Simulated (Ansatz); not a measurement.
## CH$_{5}$FOSi$_{2}$: a changed input and its effect

System: CH$_{5}$FOSi$_{2}$, SMILES FC1O[SiH2][SiH2]1.
Method of the first run: RKS wB97X-V/def2-TZVPP (Ansatz 0.2.0).

The geometry comes from this level: PBE0-D4/def2-TZVP. Text and figures count atoms from 1; the logs count them from 0 in places.

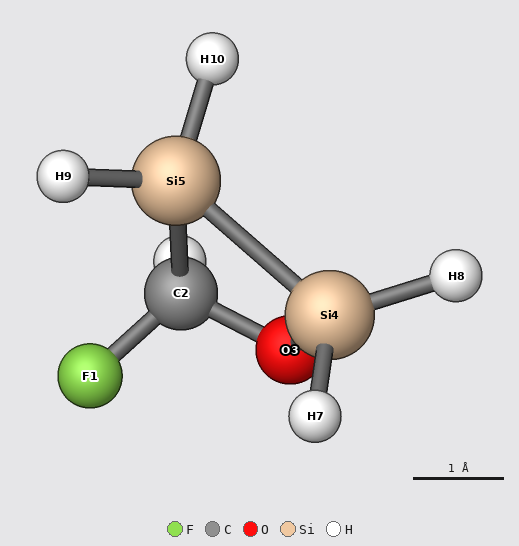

Figure 1. The structure as given in the input (ball-and-stick view, seen at an oblique angle; atoms are numbered from 1 in the order of the input).

## Input file, the first run
```yaml
crystal:
  periodic: [false, false, false]
  atoms:
    - {symbol: F, position_ang: [1.098038, -0.793593, 1.717105]}
    - {symbol: C, position_ang: [0.025940, -0.076084, 1.218006]}
    - {symbol: O, position_ang: [-0.843700, -0.950495, 0.549080]}
    - {symbol: Si, position_ang: [-0.551919, -0.770367, -1.105526]}
    - {symbol: Si, position_ang: [0.589747, 1.064706, -0.258090]}
    - {symbol: H, position_ang: [-0.490522, 0.354483, 2.080159]}
    - {symbol: H, position_ang: [0.186411, -1.921259, -1.688366]}
    - {symbol: H, position_ang: [-1.833544, -0.613351, -1.839032]}
    - {symbol: H, position_ang: [2.049815, 1.298953, -0.382633]}
    - {symbol: H, position_ang: [-0.147167, 2.355909, -0.287802]}
basis:
  gaussian: {orbitals: def2-TZVPP}
hamiltonian: {xc: {name: wB97X-V}}
output: {orbitals: {seedname: orbitals}}
```

Command:
```bash
ansatz run in.yaml --threads 4 --pin off --events-out ev --progress --plain --max-ram 10444MiB
```

Hardware: 4 threads of Arm Neoverse V2, 23 GiB of memory available, shared host.

## Output (the first run)
```
Functional definition: wB97X-V
  parameter omega = 0.3/bohr
  parameter cx = 0.167
  parameter cx1 = 0.603
  parameter cx2 = 1.194
  parameter css0 = 0.556
  parameter css1 = -0.257
  parameter cos0 = 1.219
  parameter cos1 = -1.850
  parameter b = 6.0
  parameter c = 0.01
  exchange = spin_sum(e_x_unif_sr(omega)*poly(b97_u_x, 1 - cx, cx1, cx2)) + cx*exact_x_sr(omega) + exact_x_lr(omega)
  correlation = spin_sum(e_c_pw_same_spin*poly(b97_u_same, css0, css1))
      + integral(e_c_pw_opposite_spin*poly(b97_u_opposite, cos0, cos1)) + vv10(b, c)
1364 factors; their error is unknown
302 factors; integrals over basis functions are off by at most 1.1e-5 eV
mean field evaluation 1: about -21632.5943 eV, gradient 4.5e1 eV
mean field evaluation 2: about -21631.8177 eV, gradient 5.3e1 eV
mean field evaluation 4: about -21636.1314 eV, gradient 2.8e0 eV
mean field evaluation 8: about -21636.1535 eV, gradient 4.4e-2 eV
mean field evaluation 16: about -21636.1669 eV, gradient 6.0e-5 eV
mean field -21636.16693528 eV, -795.1144693507 hartree, gradient 6.0e-5 eV, S^2 0.000000; 0 other end points of the search recorded, 0 dependent functions left out
reference -21636.16693307 eV, -795.1144692696 hartree; 28, 28 occupied and 219, 219 virtual orbitals, 1364 factors
Total energy: -21636.16693307 eV, -795.1144692696 hartree
```

The input of the second run differs as follows (lines with − go, lines with + come):
```diff
-hamiltonian: {xc: {name: wB97X-V}}
+hamiltonian: {xc: pbe0, dispersion: d4}
```

Predict how the results change.

The total energies belong to different models, so their difference says nothing on which is more stable or more accurate. The HOMO goes from −10.17 to −7.87 eV. The LUMO goes from 1.48 to −0.55 eV. On the same kind of shared host the second run took about 0.36 times as long.

## Output (the second run)
```
Functional definition: PBE0
  parameter a = 0.25
  parameter kappa = 0.804
  parameter beta = 0.06672455060314922
  exchange = (1 - a)*pbe_x(kappa = kappa, mu = beta*pi^2/3) + a*exact_x
  correlation = pbe_c(beta = beta)
1364 factors; their error is unknown
mean field evaluation 1: about -21623.7923 eV, gradient 4.8e1 eV
mean field evaluation 2: about -21615.2937 eV, gradient 8.2e1 eV
mean field evaluation 4: about -21627.7103 eV, gradient 5.0e0 eV
mean field evaluation 8: about -21627.7914 eV, gradient 3.7e-1 eV
mean field evaluation 16: about -21627.7915 eV, gradient 2.7e-5 eV
mean field -21627.79154448 eV, -794.8066794158 hartree, gradient 2.7e-5 eV, S^2 0.000000; 0 other end points of the search recorded, 0 dependent functions left out
reference -21627.79157755 eV, -794.8066806311 hartree; 28, 28 occupied and 219, 219 virtual orbitals, 1364 factors
Total energy: -21627.98886178 eV, -794.8139306929 hartree
```

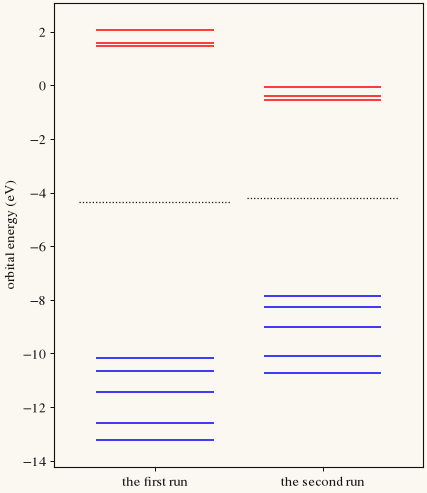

Figure 2. The five highest filled and three lowest empty orbital energies of the two runs; the dotted lines part filled from empty levels. The HOMO–LUMO gap is 11.64 eV in the first run and 7.32 eV in the second run.

## The two runs side by side

```tsv
quantity	the first run	the second run
outcome	converged	converged
total energy (hartree)	−795.114469	−794.813931
HOMO (eV)	−10.17	−7.87
LUMO (eV)	1.48	−0.55
basis functions	247	247
wall time (shared host)	7.5 s	2.7 s
```
